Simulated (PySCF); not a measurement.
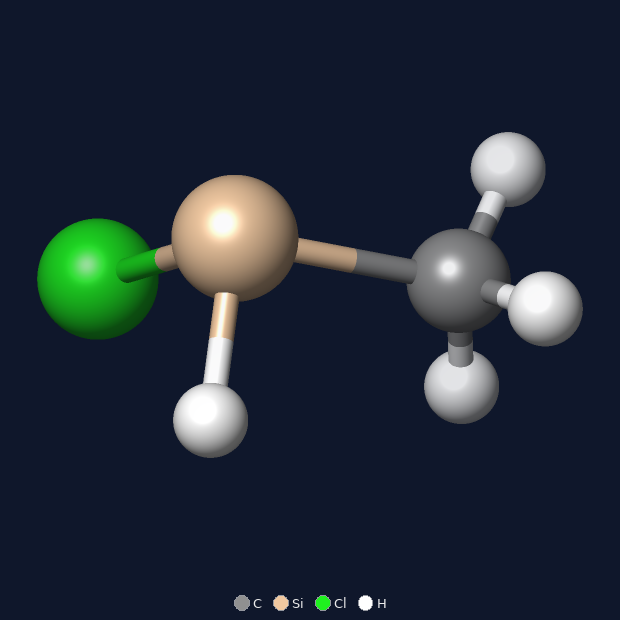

A ball-and-stick model of a molecule.

State: charge −1, singlet.

What is the molecular formula?

CH4ClSi(-), 7 atoms: 1 carbon, 4 hydrogen, 1 chlorine and 1 silicon.

What is the point group of this geometry?

C1.

The parts below concern this one geometry. Atoms keep their numbers from picture to picture. Computed geometry: PBE0-D3(BJ)/def2-SVP optimisation. No frequency run is at hand to confirm it as a minimum.

**NMR shielding**

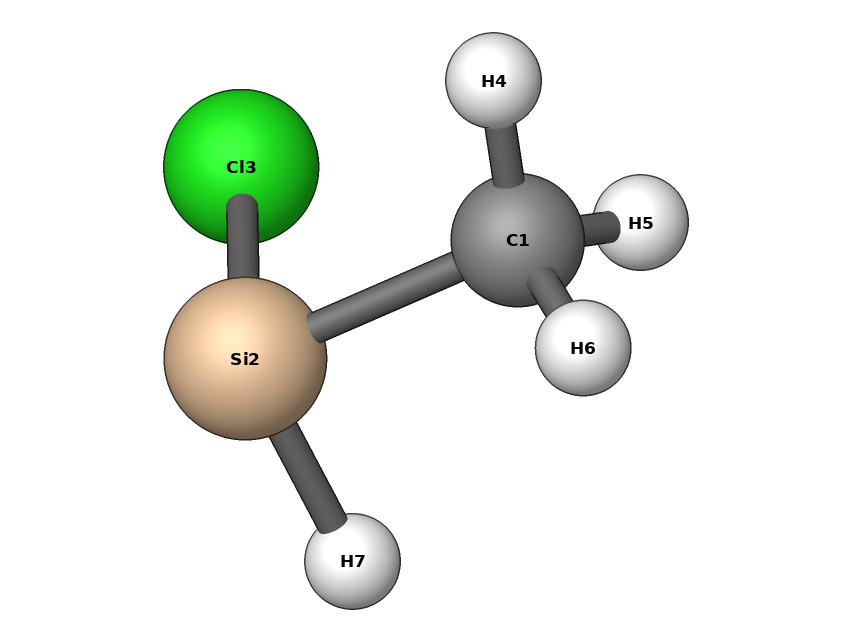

The questions are on isotropic NMR shieldings of the H atoms. No frequency run is at hand to confirm it as a minimum. Method: GIAO PBE0/pcSseg-1 NMR shielding, non-relativistic, IEF-PCM chloroform (PySCF 2.14.0).

Which H atom is the most shielded (lowest chemical shift)?

H6 (31.31 ppm).

Which H atom is the least shielded (highest chemical shift)?

H7 (25.52 ppm).

How wide is the range of H shifts?

5.79 ppm.

Give the isotropic NMR shieldings of the H atoms atom by atom.

```json
{"atom": "H4", "σ (ppm)": "30.79"}
{"atom": "H5", "σ (ppm)": "30.21"}
{"atom": "H6", "σ (ppm)": "31.31"}
{"atom": "H7", "σ (ppm)": "25.52"}
```

**Levels of theory compared**

No frequency run is at hand to confirm it as a minimum. Program: PySCF 2.14.0.

At this fixed geometry, give HOMO energy (eV) at these levels: PBE0/def2-SVPD; PBE0/def2-SVPD in benzene (IEF-PCM); PBE0/def2-SVPD in chloroform (IEF-PCM); PBE0/pcSseg-1 in benzene (IEF-PCM); PBE0/pcSseg-1 in chloroform (IEF-PCM).

```csv
level,HOMO energy (eV)
PBE0/def2-SVPD,−0.31
PBE0/def2-SVPD in benzene (IEF-PCM),−2.86
PBE0/def2-SVPD in chloroform (IEF-PCM),−3.92
PBE0/pcSseg-1 in benzene (IEF-PCM),−2.76
PBE0/pcSseg-1 in chloroform (IEF-PCM),−3.85
```

**Charges**

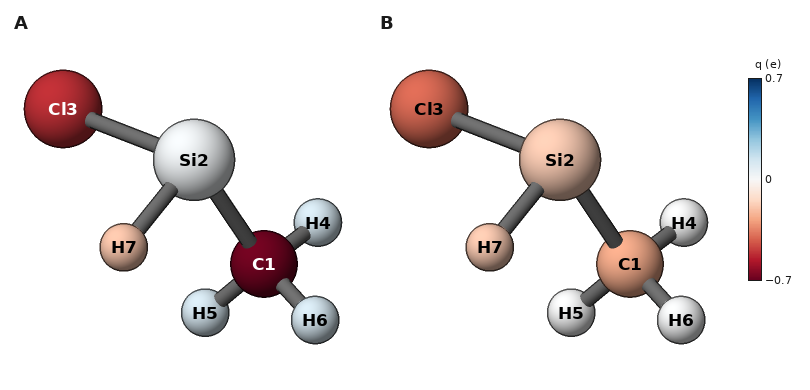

Atomic charges of one calculation by 2 schemes, on one colour scale. No frequency run is at hand to confirm it as a minimum. Level of theory: PBE0/pcSseg-1 in benzene (IEF-PCM) (PySCF 2.14.0).

The schemes are Hirshfeld, IAO. Which panel shows which?

A IAO, B Hirshfeld.

List the charges (e), one line for each set of equivalent atoms.

| atom | IAO | Hirshfeld |
| --- | --- | --- |
| C1 | −0.68 | −0.26 |
| Si2 | 0.03 | −0.18 |
| Cl3 | −0.51 | −0.39 |
| H4 | 0.12 | 0.00 |
| H5 | 0.12 | 0.00 |
| H6 | 0.12 | 0.01 |
| H7 | −0.19 | −0.18 |

**Quadrupole coupling**

No frequency run is at hand to confirm it as a minimum. Electric field gradients from the ground-state density, PBE0/pcSseg-1 in benzene (IEF-PCM) (PySCF 2.14.0), non-relativistic apart from any core potentials.

Give the largest field-gradient component, the quadrupole coupling constant and the asymmetry for 35Cl at Cl3 (Q = −81.7 mb).

```tsv
atom	V_zz (a.u.)	e²qQ/h (MHz)	η
Cl3	1.751	−33.6	0.13
```
